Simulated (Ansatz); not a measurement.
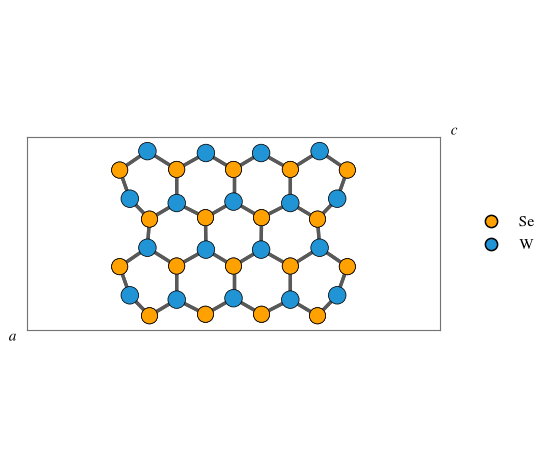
2 relaxed periods of a body that repeats along c, seen along b; the cell edge a is 24.5 Å long

These are PBE (plane waves to 420 eV, PAW; Ansatz, a first-principles code) values and carry that method's errors. Mesh 1×1×6. No spin polarisation, so a magnetic state wasn't tested. One-dimensional cell, images about 11 Å apart. A model structure. It keeps the symmetry and period of its start, so it need not be a minimum against all distortions. Values not marked SOC lack spin–orbit coupling.

Q: What is drawn, and how wide is it?

A: Armchair WSe2 nanoribbon, N = 9, bare edges. A hypothetical model, cut from the flat sheet.
It measures about 14 Å across, from nucleus to nucleus.
